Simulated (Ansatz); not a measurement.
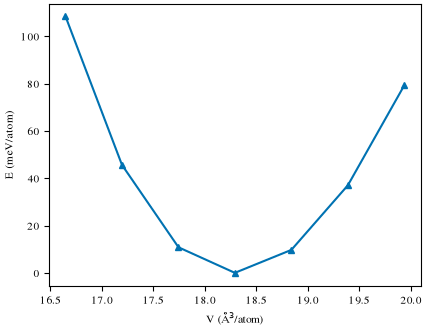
Figure: Ta3Sb (A15 (Cr3Si type), space group No. 223) under volume change, DFT-r²SCAN in the program Ansatz with PAW potentials, scaled uniformly.

Task: What does a third-order Birch–Murnaghan fit give for V₀, B₀ and B′?

Result: V₀ = 18.29 Å³/atom, B₀ = 199 GPa, B′ = 4.2.

Space group Pm-3n (A15 (Cr3Si type)). The workflow started from an entry of the Crystallography Open Database (COD). Whether it is the stable phase at ambient conditions was not checked. The r²SCAN relaxation kept the symmetry of its start; whether a distortion lowers the energy is not shown. No spin polarisation was allowed. Spin–orbit coupling is left out wherever it is not named.

Potentials: the later of the program's two PAW sets.
